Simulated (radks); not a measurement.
All numbers are computed, not measured: non-relativistic Kohn-Sham, r2SCAN, spin-polarised, spherical densities, point nucleus (the in-house radial solver radks). The occupation of the 1s shell is varied from He⁺ (1s1 (high spin)) to He (1s2), with spherical fractional occupations. Wanted, and plotted below: the total energy less the straight line between the end points, and the eigenvalue of 1s↓ (the dashed line is minus the energy to take the whole electron out).

The curve is convex (below the straight line), with the largest deviation among the points computed, −1.89 eV, at 0.5. The end points differ by 24.6 eV, the energy to take the electron out. The eigenvalue, which is the slope of the energy (Janak's theorem), moves from −30.3 eV at 0.1 to −16.5 eV at 1; for a straight line it would stay constant, and a parabola would sag by an eighth of this change, scaled to a whole electron, 1.91 eV. Convexity is the delocalisation error: fractional charges are too low in energy.

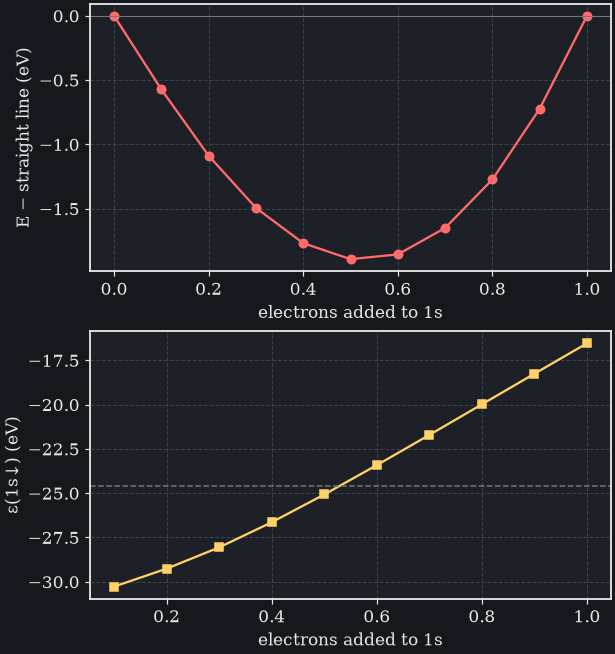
